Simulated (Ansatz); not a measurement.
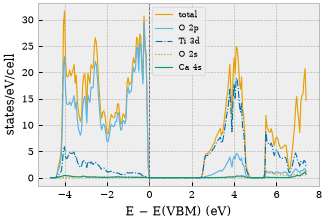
*Total and projected density of states of CaTiO$_{3}$ in space group Pnma (No. 62; Ca on 4c, Ti on 4b, O on 4c, O on 8d), DFT-PBEsol in the program Ansatz with PAW potentials*

Task: Which orbitals carry the states next to the gap?

Result: Top 1 eV of the valence band: O 2p 94 %. Bottom 1 eV of the conduction band: Ti 3d 87 %, O 2p 11 %. Projections are on Löwdin-orthogonalised atomic valence shells; empty p or d shells of many metals are not among them.

Task: Where is the tallest occupied peak in this window, and what makes it?

Result: Near -4.0 eV, about 32 states/eV per cell; the largest projected share is O 2p.

The first step of the workflow began from a Materials Project structure, measured or hypothetical; the Crystallography Open Database files this formula in space group No. 62, but the cells were not matched. Its standing as an ambient phase is unchecked. The PBEsol relaxation kept the symmetry of its start; whether a distortion lowers the energy is not shown. No spin polarisation was allowed.

Potentials: the earlier of the program's two PAW sets. The files were generated under PBE; for other functionals the program regenerates the frozen cores, and for LDA and PBEsol the local potential too.
